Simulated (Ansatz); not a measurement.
# GeH5CI3N2 (CH(NH2)2GeI3): converging the G0W0 gap

Aim: see how the G0W0 gap of GeH5CI3N2 (CH(NH2)2GeI3) on PBE moves with empty bands and screening cutoff, and what each rung costs.

Calculated with Ansatz 0.2.0; G0W0 on PBE, plane waves, PAW.

The structure was built from a prototype and need not be the compound's stable phase.

**1. Set-up**

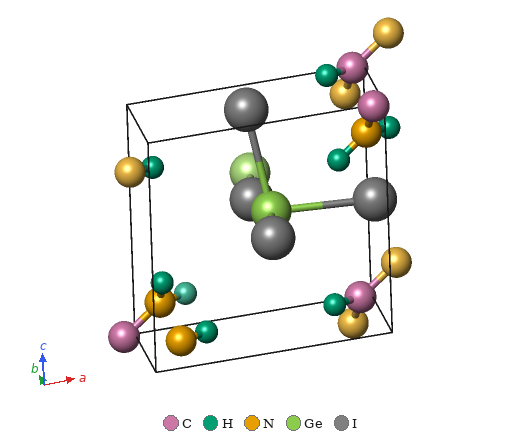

The starting structure, seen slightly off an axis (carbon pink, hydrogen teal, nitrogen orange, germanium green, iodine grey). Some periodic images of atoms are drawn too.

The structure was relaxed with PBE-D3(BJ). The runs that relaxed it are not among those shown. Spin-orbit coupling is left out unless a step names it. The default PAW set here is soft_2. Its files were made with PBE.

**2. 251 empty bands, screening to 60 eV**

Now the one-shot GW correction: screening in the RPA, then the self-energy of the levels asked for.

Input file input.yaml:

```yaml
crystal:
  lattice:
    - [6.2384832239, -0.3379738535, 0.4320342698]
    - [-0.3379738535, 6.2395832864, -0.2789556814]
    - [0.4320342698, -0.2789556814, 6.1712388759]
  atoms:
    - { symbol: C, position: [-0.0493036355, 0.9526587887, 0.0033683795] }
    - { symbol: H, position: [-0.1702388719, 0.812630542, 0.0142619504] }
    - { symbol: "N", position: [0.9282873907, 0.0967652466, 0.8692518471] }
    - { symbol: "N", position: [0.1076796219, -0.0347517139, 0.1249410986] }
    - { symbol: H, position: [0.8055667279, 1.0719020478, -0.2262599274] }
    - { symbol: H, position: [0.1100193266, 0.8485945421, 0.2294465327] }
    - { symbol: H, position: [1.0347575629, 0.2314315761, 0.8491049258] }
    - { symbol: H, position: [0.2265613843, 0.0913559753, 1.1219052361] }
    - { symbol: Ge, position: [0.5451493448, 0.4427325517, 0.5340281533] }
    - { symbol: I, position: [0.4586229076, 0.4820674583, -0.0155177926] }
    - { symbol: I, position: [0.5123242953, -0.0018256968, 0.4976428385] }
    - { symbol: I, position: [-0.0104898135, 0.5207706759, 0.4950667351] }
kpoints:
  mp_grid: { grid: [4, 4, 4] }
hamiltonian:
  xc: pbe
scf:
  occupations: { method: fixed }
gw:
  n_empty_bands: 251
  ecut_chi: 60
  qp_bands: [v4, c4]
  qp_kpoints: band_edges
  screening: { model: contour_deformation }
```

Run with:

```console
$ ansatz run input.yaml --threads 3 --pin off --max-ram 92160MiB --backend cuda --events-out ev --progress --plain --runs-dir out --devices 1 --max-vram 13GiB  # rebuilt from the run's record
```

Numbers of over 12 decimals in the logs are rounded to 6 here.

Output:

```text
GPUs: using 1 of 1 available (devices: 1).
Engine: ansatz 0.2.0, x86_64-unknown-linux-gnu
Pseudopotentials: kind: paw
Pseudopotential: C, paw, valence charge 4, recommended cutoff 420 eV (normal), C.paw.azcp
Pseudopotential: H, paw, valence charge 1, recommended cutoff 420 eV (normal), H.paw.azcp
Pseudopotential: N, paw, valence charge 5, recommended cutoff 420 eV (normal), N.paw.azcp
Pseudopotential: Ge, paw, valence charge 14, recommended cutoff 420 eV (normal), Ge.paw.azcp
Pseudopotential: I, paw, valence charge 17, recommended cutoff 420 eV (normal), I.paw.azcp
Functional definition: PBE
  parameter kappa = 0.804
  parameter beta = 0.066725
  exchange = pbe_x(kappa = kappa, mu = beta*pi^2/3)
  correlation = pbe_c(beta = beta)
device memory: the entry about to start is reckoned to put 4.0 GiB on a device that reports 42.3 GiB free (of which the cap on the GPU budget leaves the run 13.0 GiB)
GPU FFT provider: cuFFT
GPU libraries: cuBLAS 13.8.2, cuFFT 12.4.0, cuSOLVER 12.3.4
Crystal: 12 atoms, lattice volume = 237.945 Å³
Basis set: ecut = 420 eV, 4661 PW (Γ)
Bands: 54, of which v1, the nominal top of the filled ones, is band 42 counted from 1 (41 counted from 0)
Symmetry: 1 space group operations
Space group: P1 (ITA 1), of the structure as read, at distance tolerance 6.2e-5 Å
k-points: 36 of 64 (time reversal used)
Non-local potential: C, projectors of the file, l = 0: 2, l = 1: 2, l = 2: 1
Non-local potential: H, projectors of the file, l = 0: 2, l = 1: 1
Non-local potential: N, projectors of the file, l = 0: 2, l = 1: 2, l = 2: 1
Non-local potential: Ge, projectors of the file, l = 0: 2, l = 1: 2, l = 2: 3, l = 3: 1
Non-local potential: I, projectors of the file, l = 0: 2, l = 1: 2, l = 2: 2, l = 3: 2
PAW form: soft (Blöchl's): semilocal exchange-correlation on the pseudo side does not see the compensation charge
PAW one-centre angular grid: C, 110 points (default); XC on 64 Gauss nodes
PAW one-centre angular grid: H, 110 points (default); XC on 64 Gauss nodes
PAW one-centre angular grid: N, 110 points (default); XC on 64 Gauss nodes
PAW one-centre angular grid: Ge, 590 points (default); XC on 64 Gauss nodes
PAW one-centre angular grid: I, 590 points (default); XC on 64 Gauss nodes
Initial density: superposition of atomic densities (neutral atoms: chi_scale 0, normalization atom), corrected by the library's trained network
Initial wavefunctions: pseudopotential atomic-orbital guess
GPU buffer pool allocated for 91125 grid points (all kernels)
GPU transforms: local potential and band sums: pruned to the plane-wave sphere, on 45×45×45
Functional: x = pbe(κ = 0.804, μ = 0.219515), c = pbe(β = 0.066725)
SCF iter   1: F=—  HF=-27935.660193 eV  |F-HF|=—  |Δ(HF+E_count)|=         —  Δρ=3.17e-3  dr2=4.11e-2  ethr=1.77e-3  ⟨swp⟩=5.0  Hψ=6697  notcnv=0  defer=336
preconditioner: auto → Resta (q_TF=auto, 2.294 Å⁻¹)  ε∞=2.9  [insulator: Δε(μ)=1.568 eV  Ē_g=10.943 eV  n_scr=50 (ndim 8)  ℏωp=15.2 eV  f_vac=0.130  ε∞_Penn≈2.9]
SCF iter   2: F=—  HF=-27935.647738 eV  |F-HF|=—  |Δ(HF+E_count)|=   1.25e-2  Δρ=1.47e-3  dr2=9.19e-3  ethr=4.89e-5  ⟨swp⟩=2.5  Hψ=3335  notcnv=0  defer=360
SCF iter   3: F=—  HF=-27935.645244 eV  |F-HF|=—  |Δ(HF+E_count)|=   2.49e-3  Δρ=4.11e-4  dr2=9.18e-4  ethr=1.09e-5  ⟨swp⟩=2.8  Hψ=2453  notcnv=0  defer=360
SCF iter   4: F=—  HF=-27935.645180 eV  |F-HF|=—  |Δ(HF+E_count)|=   6.37e-5  Δρ=2.19e-4  dr2=1.25e-4  ethr=1.09e-6  ⟨swp⟩=2.0  Hψ=2519  notcnv=0  defer=360
SCF iter   5: F=—  HF=-27935.645197 eV  |F-HF|=—  |Δ(HF+E_count)|=   1.65e-5  Δρ=1.07e-4  dr2=2.91e-5  ethr=1.49e-7  ⟨swp⟩=2.0  Hψ=2398  notcnv=0  defer=336
SCF iter   6: F=—  HF=-27935.645201 eV  |F-HF|=—  |Δ(HF+E_count)|=   3.71e-6  Δρ=3.48e-5  dr2=3.24e-6  ethr=3.46e-8  ⟨swp⟩=2.0  Hψ=2405  notcnv=0  defer=313
SCF iter   7: F=—  HF=-27935.645202 eV  |F-HF|=—  |Δ(HF+E_count)|=   1.30e-6  Δρ=1.10e-5  dr2=3.37e-7  ethr=3.86e-9  ⟨swp⟩=2.0  Hψ=2472  notcnv=0  defer=313
SCF iter   8: F=-27935.645202 eV  HF=-27935.645202 eV  |F-HF|=4.14e-8  |Δ(HF+E_count)|=   2.84e-7  Δρ=4.37e-6  dr2=5.32e-8  ethr=1.19e-10  ⟨swp⟩=15.2  Hψ=10813  notcnv=0
SCF 1 converged in 8 iterations: F = -27935.645202 eV  dr2 = 5.32e-8
  greatest PAW one-centre occupation: 0.999 electrons in one spin orbital (limit 2), on the I atom at site 9 (counted from 0), in its partial waves of l = 2
device memory: the entry about to start is reckoned to put 4.8 GiB (of the 5.0 GiB reckoned in all, the device holds 0.2 GiB already) on a device that reports 42.1 GiB free (of which the cap on the GPU budget leaves the run 12.9 GiB)
NSCF: frozen V_eff on 36 k-points
the band table was solved once the SCF had ended and its energy, with any forces and stress, was formed, with the checks that follow a solve (8530 applications of the Hamiltonian). They found nothing against the state; the energy, forces and stress were not computed again (output.eigenvalues in the input reference)
device memory: the entry about to start is reckoned to put 5.9 GiB on a device that reports 42.2 GiB free (of which the cap on the GPU budget leaves the run 13.0 GiB)
NSCF: frozen V_eff on 36 k-points
G₀W₀ screening: q 1/36
[... further progress lines ...]
SCF converged after 8 iterations
Free energy (F): -27935.645202 eV
Harris-Foulkes:  -27935.645202 eV  (|F-HF|=4.14e-8)
Internal energy: -27935.645202 eV  (E = F + TS)
E sigma→0 (E₀):  -27935.645202 eV
Fermi energy:    3.444769 eV
--- Per-component energies (eV) ---
  E_band       = -1578.880364
  E_kinetic    = 1096.771546
  E_local      = -10589.254431  (includes V_loc(G=0)·N_el)
  E_nonlocal   = 269.015129
  E_hartree    = 4980.370419
  E_xc         = -668.116427
  E_vxc        = -713.656935  (∫ρ·V_xc dr)
  E_paw        = -16821.389060  (= ΣΔE_a)
  E_vpaw       = -1602.499748  (= ΣTr[D̂ρ^β])
  E_aug_tail   = -0.005952  (compensation charges beyond the density's cutoff)
  E_ewald      = -6203.036425
  E_smearing   = -0.000000  (= −TS)
  E_closure    = -0.000000  (closes the sum)
  Σ components = -27935.645202   (vs F -27935.645202, Δ=0.00e0)
--- Band table (eV; the first three rows and the last of 36) ---
  k-point 0: bands = [... 38 lower, 2.1839, 2.3794, 2.5188, 2.6251, 6.4491, 6.7883, 7.5263, 7.6594, ... 8 higher]
  k-point 1: bands = [... 38 lower, 2.1570, 2.2647, 2.4390, 2.5049, 6.4783, 6.7117, 7.3207, 7.9169, ... 8 higher]
  k-point 2: bands = [... 38 lower, 1.9838, 2.0951, 2.4512, 2.7975, 5.9300, 6.5039, 7.2614, 8.0983, ... 8 higher]
  k-point 35: bands = [... 38 lower, 2.5612, 2.8069, 2.8388, 3.4448, 5.0174, 5.3540, 5.5832, 6.5571, ... 8 higher]
--- G₀W₀: contour deformation, 6 samples at zero and on the imaginary axis and 2 off it, 64 q-points, 251 empty bands' worth ---
  eigenvalues of the whole cell's RPA ε∞ on this k-mesh (on a slab, of 1 + 4πα/V) = 4.9781, 5.1420, 5.5274; static W/v taken at q = 0 is 0.191772
  gw.qp_kpoints: band_edges: 23 of 36 stored k-points solved, in 2 passes; an edge of the gap read off the rows below is read off those points alone
    valence top: of the k-points left out ik 23 came nearest to being solved in a further pass, in band 42 (counted from 1, as in the quasiparticle table): it holds the edge there only if its correction is more favourable than any solved in that band by at least 0.672 eV; those differ by 0.405 eV
    conduction bottom: of the k-points left out ik 15 came nearest to being solved in a further pass, in band 43 (counted from 1, as in the quasiparticle table): it holds the edge there only if its correction is more favourable than any solved in that band by at least 1.229 eV; those differ by 1.175 eV
  `?` marks the rows in doubt; gw_qp.tsv's column doubts and the gw_qp event give each row's grounds
    ik  band        ε_KS         Σx   Σc(E_QP)       V_xc       Z   E_QP_lin       E_QP  E_QP is
     0    39      2.1839   -16.9836     2.3441   -13.9614  0.7386     1.4894     1.5058  root
     0    40      2.3794   -17.2236     2.2375   -14.3209  0.7481     1.7004     1.7142  root
     0    41      2.5188   -17.2038     2.3605   -14.1124  0.7454     1.7701     1.7879  root
     0    42      2.6251   -17.2863     2.2350   -14.3849  0.7479     1.9448     1.9587  root
     0    43      6.4491    -8.4826    -3.7566   -13.8594  0.7732     8.1531     8.0692  root ?
     0    44      6.7883    -7.4688    -3.5885   -11.6261  0.7583     7.3675     7.3570  root
     0    45      7.5263    -5.5765    -3.5383    -9.6337  0.7904     8.0523     8.0452  root
     0    46      7.6594    -7.3660    -3.7986   -11.7818  0.7469     8.2921     8.2766  root
     2    39      1.9838   -16.9034     2.5010   -13.6548  0.7347     1.2143     1.2362  root
     2    40      2.0951   -16.6697     2.4308   -13.4840  0.7386     1.3184     1.3401  root
     2    41      2.4512   -17.0986     2.3026   -14.0915  0.7454     1.7303     1.7468  root
     2    42      2.7975   -16.6219     1.6459   -14.5047  0.7511     2.3204     2.3263  root
     2    43      5.9300    -8.4324    -3.3106   -12.3194  0.7601     6.5152     6.5064  root
     2    44      6.5039    -8.7350    -3.7781   -14.1486  0.7708     8.2209     8.1396  root ?
     2    45      7.2614    -7.7939    -3.7695   -12.2099  0.7448     7.9252     7.9079  root
     2    46      8.0983    -8.6212    -4.1180   -13.4286  0.7145     8.8067     8.7876  root
     5    39      1.9581   -16.7773     2.4845   -13.5407  0.7347     1.1836     1.2060  root
     5    40      2.2291   -16.9626     2.3311   -13.9260  0.7419     1.5061     1.5237  root
     5    41      2.4906   -17.1282     2.3555   -14.0522  0.7454     1.7527     1.7701  root
     5    42      2.9271   -16.4306     1.5145   -14.4732  0.7532     2.4794     2.4843  root
     5    43      5.7923    -8.5056    -3.2437   -12.3241  0.7627     6.3753     6.3669  root
     5    44      6.5077    -8.7915    -3.8445   -14.1921  0.7687     8.1996     8.0637  root ?
     5    45      6.8226    -8.9033    -3.6224   -13.2266  0.7430     7.5435     7.5235  root
     5    46      7.5352    -8.2383    -3.8445   -12.7327  0.7334     8.2009     8.1851  root
     7    39      2.0306   -17.2188     2.5087   -13.9848  0.7371     1.2855     1.3052  root
     7    40      2.2990   -17.3353     2.4596   -14.1619  0.7421     1.5675     1.5852  root
     7    41      2.5584   -17.1532     2.1806   -14.3223  0.7477     1.8948     1.9080  root
[...]
12    44      6.4868    -8.7776    -3.8203   -14.1445  0.7696     8.1642     8.0333  root ?
[...]
18    44      6.6393    -9.1340    -3.8931   -14.5776  0.7631     8.3266     8.1897  root ?
[...]
19    45      6.5720    -8.9834    -3.8053   -14.2794  0.7643     8.1646     8.0626  root ?
[...]
20    45      6.5125    -8.8769    -3.8256   -14.2388  0.7671     8.1721     8.0489  root ?
[...]
31    45      6.4872    -8.8171    -3.8226   -14.1725  0.7680     8.1406     8.0201  root ?
[...]
32    44      6.5301    -8.8651    -3.8485   -14.2632  0.7673     8.2115     8.0797  root ?
[...]
33    45      6.7218    -9.4753    -3.9368   -15.2721  0.7639     8.6868     8.5817  root ?
[...]
35    39      2.5612   -17.3014     2.2372   -14.3859  0.7501     1.8688     1.8830  root
    35    40      2.8069   -17.5090     2.2879   -14.5301  0.7502     2.1012     2.1159  root
    35    41      2.8388   -17.4794     2.2302   -14.5887  0.7504     2.1652     2.1784  root
    35    42      3.4448   -16.1096     0.9593   -14.8886  0.7637     3.1818     3.1831  root
    35    43      5.0174    -8.4271    -2.9271   -11.7989  0.7686     5.4660     5.4621  root
    35    44      5.3540    -7.8765    -3.1228   -11.4967  0.7699     5.8568     5.8514  root
    35    45      5.5832    -7.8508    -3.1625   -11.5152  0.7690     6.0908     6.0851  root
    35    46      6.5571    -9.0106    -3.8553   -14.6186  0.7677     8.3985     8.3098  root
```

The job ended after 99 s (1 × NVIDIA H100 80GB HBM3 (shared by 6 runs) with 3 threads of AMD EPYC 7R13 (Zen 3), shared host; peak memory 2.4 GiB).

Reading the cycles: dr2 is the Hartree energy of the density residual (eV), the measure of convergence; HF is the Harris–Foulkes estimate of the energy, which meets the free energy F at convergence.

Numbers from this step:

```
bands summed                                 : 293
RPA ε∞ on this mesh (eigenvalues)            : 4.978, 5.142, 5.527
plane waves in the screening matrix          : 245
q-points in the mesh                         : 64
G0W0 gap on the mesh                         : 2.279 eV
k of the valence top                         : -0.5, -0.5, -0.5
k of the conduction bottom                   : -0.5, -0.5, -0.5
starting gap on the mesh                     : 1.573 eV
Z at the valence top                         : 0.7637
Z at the conduction bottom                   : 0.7686
least direct G0W0 gap on the computed points : 2.279 eV
```

The gap on the mesh goes from 1.57 eV to 2.28 eV, a correction of +0.71 eV. Between the two edge states, bare exchange in place of the xc potential would open the gap by 4.59 eV, and correlation takes back 3.89 eV.

**3. 992 empty bands, screening to 150 eV**

Bands and screening cutoff are moved together, since each hides the error of the other.

Edit input.yaml of step 2 so:

```diff
@@ -25,4 +25,4 @@
 gw:
-  n_empty_bands: 251
-  ecut_chi: 60
+  n_empty_bands: 992
+  ecut_chi: 150.0
   qp_bands: [v4, c4]
```

Output:

```text
GPUs: using 1 of 1 available (devices: 1).
[...]
GPU FFT provider: cuFFT
GPU libraries: cuBLAS 13.8.2, cuFFT 12.4.0, cuSOLVER 12.3.4
Crystal: 12 atoms, lattice volume = 237.945 Å³
Basis set: ecut = 420 eV, 4661 PW (Γ)
Bands: 54, of which v1, the nominal top of the filled ones, is band 42 counted from 1 (41 counted from 0)
[... 1 set-up line as in the run before ...]
[...]
k-points: 36 of 64 (time reversal used)
[...]
GPU buffer pool allocated for 91125 grid points (all kernels)
[...]
SCF iter   1: F=—  HF=-27935.660193 eV  |F-HF|=—  |Δ(HF+E_count)|=         —  Δρ=3.17e-3  dr2=4.11e-2  ethr=1.77e-3  ⟨swp⟩=5.0  Hψ=6697  notcnv=0  defer=336
[...]
SCF iter   8: F=-27935.645202 eV  HF=-27935.645202 eV  |F-HF|=4.14e-8  |Δ(HF+E_count)|=   2.84e-7  Δρ=4.37e-6  dr2=5.32e-8  ethr=1.19e-10  ⟨swp⟩=15.2  Hψ=10813  notcnv=0
SCF 1 converged in 8 iterations: F = -27935.645202 eV  dr2 = 5.32e-8
[...]
NSCF: frozen V_eff on 36 k-points
[...]
G₀W₀ screening: q 1/36
[... further progress lines ...]
SCF converged after 8 iterations
Free energy (F): -27935.645202 eV
[...]
Internal energy: -27935.645202 eV  (E = F + TS)
E sigma→0 (E₀):  -27935.645202 eV
Fermi energy:    3.444769 eV
[...]
--- Band table (eV; the first three rows and the last of 36) ---
  k-point 0: bands = [... 38 lower, 2.1839, 2.3794, 2.5188, 2.6251, 6.4491, 6.7883, 7.5263, 7.6594, ... 8 higher]
  k-point 1: bands = [... 38 lower, 2.1570, 2.2647, 2.4390, 2.5049, 6.4783, 6.7117, 7.3207, 7.9169, ... 8 higher]
  k-point 2: bands = [... 38 lower, 1.9838, 2.0951, 2.4512, 2.7975, 5.9300, 6.5039, 7.2614, 8.0983, ... 8 higher]
  k-point 35: bands = [... 38 lower, 2.5612, 2.8069, 2.8388, 3.4448, 5.0174, 5.3540, 5.5832, 6.5571, ... 8 higher]
[...]
0    39      2.1839   -16.9836     1.9721   -13.9614  0.7352     1.0886     1.1338  root
     0    40      2.3794   -17.2236     1.8396   -14.3209  0.7445     1.2758     1.3163  root
     0    41      2.5188   -17.2038     1.9731   -14.1124  0.7419     1.3530     1.4006  root
     0    42      2.6251   -17.2863     1.8316   -14.3849  0.7441     1.5145     1.5553  root
     0    43      6.4491    -8.4826    -4.1988   -13.8594  0.7648     7.6669     7.6270  root
     0    44      6.7883    -7.4688    -3.8826   -11.6261  0.7560     7.0652     7.0629  root
     0    45      7.5263    -5.5765    -3.7554    -9.6337  0.7880     7.8303     7.8281  root
     0    46      7.6594    -7.3660    -4.0960   -11.7818  0.7441     7.9831     7.9793  root
[...]
35    43      5.0174    -8.4271    -3.2361   -11.7989  0.7669     5.1535     5.1532  root
    35    44      5.3540    -7.8765    -3.4145   -11.4967  0.7681     5.5605     5.5597  root
    35    45      5.5832    -7.8508    -3.4569   -11.5152  0.7671     5.7916     5.7908  root
    35    46      6.5571    -9.0106    -4.3426   -14.6186  0.7587     7.8724     7.8226  root
```

The job ended after 8.7 min (1 × NVIDIA H100 80GB HBM3 (shared by 6 runs) with 3 threads; peak memory 10 GiB; 15 min of CPU time).

This step gave:

| Quantity | Value |
| --- | --- |
| bands summed | 1034 |
| RPA ε∞ on this mesh (eigenvalues) | 4.965, 5.120, 5.502 |
| plane waves in the screening matrix | 1007 |
| q-points in the mesh | 64 |
| G0W0 gap on the mesh | 2.451 eV |
| k of the valence top | -0.5, -0.5, -0.5 |
| k of the conduction bottom | -0.5, -0.5, -0.5 |
| starting gap on the mesh | 1.573 eV |
| Z at the valence top | 0.7603 |
| Z at the conduction bottom | 0.7669 |
| least direct G0W0 gap on the computed points | 2.451 eV |

Against the run with 4×4×4 mesh, 251 empty bands, screening to 60 eV, the gap moves by +0.17 eV.

**4. The runs together**

Times are wall times on 1 × NVIDIA H100 80GB HBM3 (shared by 6 runs) with 3 threads of AMD EPYC 7R13 (Zen 3), shared host, good to a factor of about two.

| mesh | files | frequency | bands summed | cutoff (eV) | start (eV) | G0W0 (eV) | time | host memory (GiB) |
| --- | --- | --- | --- | --- | --- | --- | --- | --- |
| 4×4×4 | default PAW | contour deformation | 293 | 60 | 1.573 | 2.279 | 99 s | 2.4 |
| 4×4×4 | default PAW | contour deformation | 1034 | 150 | 1.573 | 2.451 | 8.7 min | 10 |

How the two edges are built up, in eV (the quasiparticle level is the starting level plus Σx plus Σc less Vxc):

| run | edge | start | Σx | Σc | Vxc | Z | QP |
| --- | --- | --- | --- | --- | --- | --- | --- |
| 293 bands | valence top | 3.44 | -16.11 | 0.96 | -14.89 | 0.76 | 3.18 |
| 293 bands | conduction bottom | 5.02 | -8.43 | -2.93 | -11.80 | 0.77 | 5.46 |
| 1034 bands | valence top | 3.44 | -16.11 | 0.48 | -14.89 | 0.76 | 2.70 |
| 1034 bands | conduction bottom | 5.02 | -8.43 | -3.24 | -11.80 | 0.77 | 5.15 |

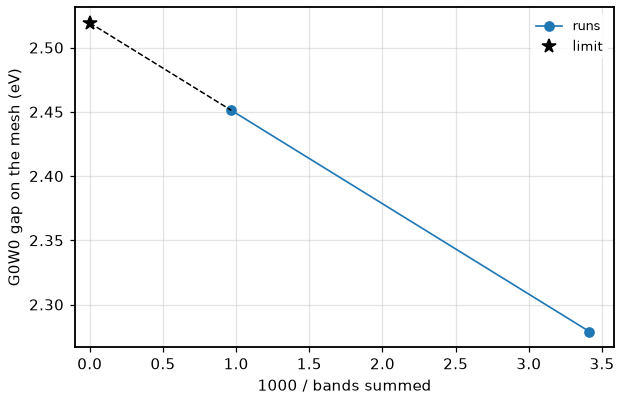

The gap against one over the number of bands; the dashed line carries the two highest rungs to the limit.

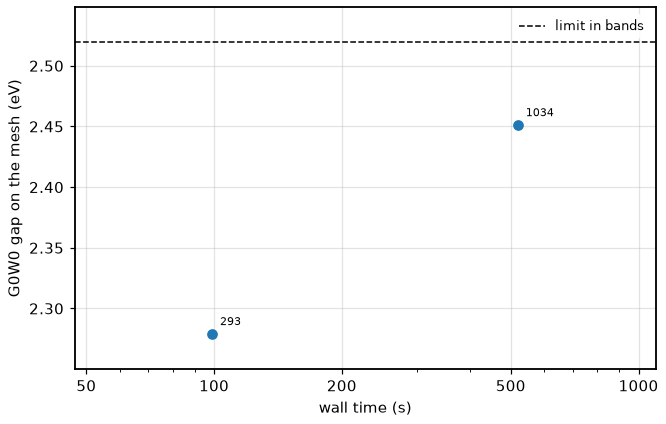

Result against wall time.

**5. Results**

| Property | Result |
| --- | --- |
| 293 bands, 60 eV | 2.279 eV |
| 1034 bands, 150 eV | 2.451 eV |
| estimated limit in bands and cutoff | 2.52 eV |
| mesh and start | 4×4×4, PBE |

What this shows: A line in one over the bands through the two rungs gives 2.52 eV, +0.07 eV from the top rung; with two points alone it is an unchecked estimate. The rungs stand 0.24 eV (293 bands) and 0.07 eV (1034 bands) from it. From 293 to 1034 bands the gap moves by +0.17 eV while the time grows 5.3-fold. Σc changes by −0.48 eV at the valence top and −0.31 eV at the conduction bottom, so the levels themselves move more than the gap between them. The many-body steps are scalar-relativistic: spin-orbit coupling is not in them.

[Paths, hosts, dates, memory and timing lines, banners, echoed tables and standing remarks are left out of the program output.]

[Logs are printed without paths, hosts, clocks, repeated set-up lines and the standing remarks that a program may print on its own settings, such as how far it seeks lower states.]

[Runs of the session that timed out or met a known fault of the program may be left out.]

[Cells called generated may have been cut or substituted from an entry of the Crystallography Open Database or the Materials Project.]

[Hosts, paths, dates, database ids (printed as entryN), source tags and the programs' standing remarks are cut or masked in the printed files.]
